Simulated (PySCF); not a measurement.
# I4Mo ([MoI4]-): the cost of one run

Computed with PySCF 2.14.0 and routines of our own; the level stands in each step. Atoms count from 0.

## 1. The system as given

5 atoms, charge -1, states of the metal's open shell are computed; geometry from: model geometry, bond lengths from ionic radii.

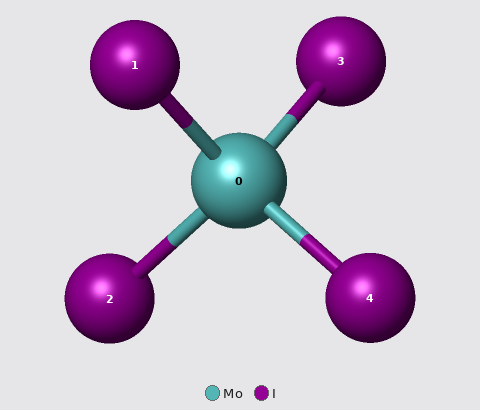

The starting geometry (molybdenum teal, iodine purple); sticks join atoms by distance alone.

## 2. Ligand-field states: state-averaged CASSCF

Job settings and geometry (Å):

```
{"job": {"kind": "lf", "basis": {"metal": "x2c-TZVPall", "ligand": "x2c-SVPall"}, "nevpt": true}, "charge": -1, "metal": "Mo", "open_shell": "d3"}
Mo     0.000000     0.000000     0.000000
I      1.518431     1.518431     1.518432
I     -1.518431    -1.518431     1.518432
I     -1.518431     1.518431    -1.518432
I      1.518431    -1.518431    -1.518432
```

With the program's defaults for keys left out, this is: state-averaged CASSCF of the metal d shell, SC-NEVPT2 on the averaged canonical orbitals, state-interaction spin-orbit coupling.

Launch:

```
> OMP_NUM_THREADS=1 python lf_run.py task.json out
```

This one command runs all jobs of the session in turn.

**Question.** How long does this first job take on 1 thread of Arm Neoverse V1, shared host, and how much memory does it need?

About 82 s, with a peak of 0.69 GiB.
